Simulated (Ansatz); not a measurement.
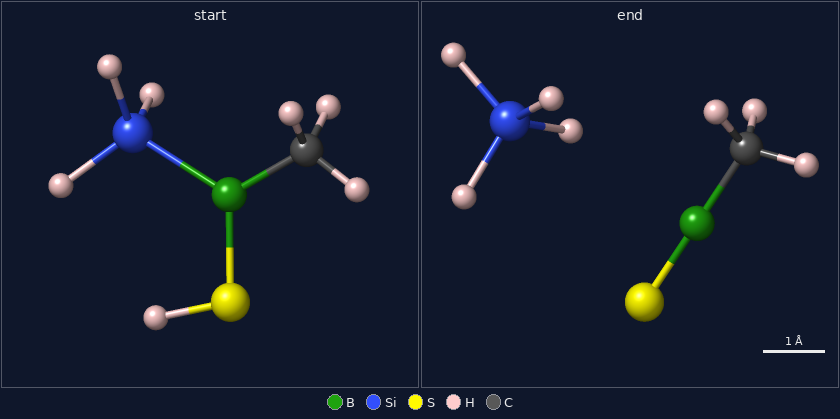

The two relaxed end points of a path for CH₇BSSi. Style: ball-and-stick. Shown at a tilt.

The calculation used RKS B3LYP-D4/def2-SVP (Ansatz 0.2.0).

Settings: 9 movable images; climbing image; force threshold 0.05 eV/Å; iteration limit 60.

Start:
```xyz
11

B    -0.3433    0.2846   -0.2593
Si    1.4422   -0.6493   -0.0444
S    -0.7585    1.1598   -1.7680
H     0.3875    0.9871   -2.4688
C    -1.4273    0.2564    0.8811
H     1.2510   -2.1346   -0.0862
H     2.4114   -0.2882   -1.1264
H     2.0770   -0.3263    1.2723
H    -2.3854    0.7366    0.6255
H    -1.6319   -0.7833    1.1939
H    -1.0226    0.7572    1.7803
```

End:
```xyz
11

B    -1.5615    0.6638   -0.2854
Si    1.9941   -0.5150   -0.7587
S    -1.3738    1.0507   -1.8444
H     2.1017    0.3169   -1.9868
C    -1.7329    0.2912    1.1895
H     1.0211   -1.6232   -0.9682
H     3.3291   -1.0961   -0.4297
H     1.5455    0.3263    0.3879
H    -2.7482    0.5365    1.5425
H    -1.5674   -0.7888    1.3384
H    -1.0077    0.8377    1.8149
```

**Predict the minimum-energy path and its barrier.**

Forward barrier 1.99 eV, backward barrier 1.82 eV, with image 3 at the top; the reaction energy is +0.17 eV. Breaking: B1–Si2 (2.03 → 2.24 at the top → 3.78 Å), S3–H4 (1.35 → 1.73 at the top → 3.56 Å). Forming: Si2–H4 (3.11 → 1.88 at the top → 1.49 Å). The band converged in 18 iterations. The largest component of the band force went from 4.9 to 0.047 eV/Å. The climbing image converged on the top of the path. Its vibrational analysis gives one imaginary mode (1114i cm⁻¹), as a transition state must have.

Energies of the converged images:

```csv
image,path (Å),E (eV)
0,0.00,0.000
1,0.55,0.180
2,1.09,1.093
3,1.64,1.986
4,2.35,1.020
5,3.06,0.424
6,3.77,0.227
7,4.48,0.205
8,5.19,0.200
9,5.90,0.181
10,6.61,0.167
```

The geometry at the top of the path:

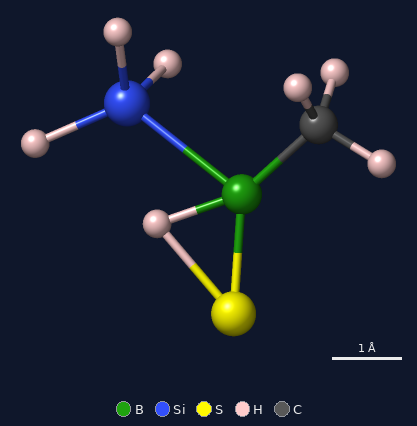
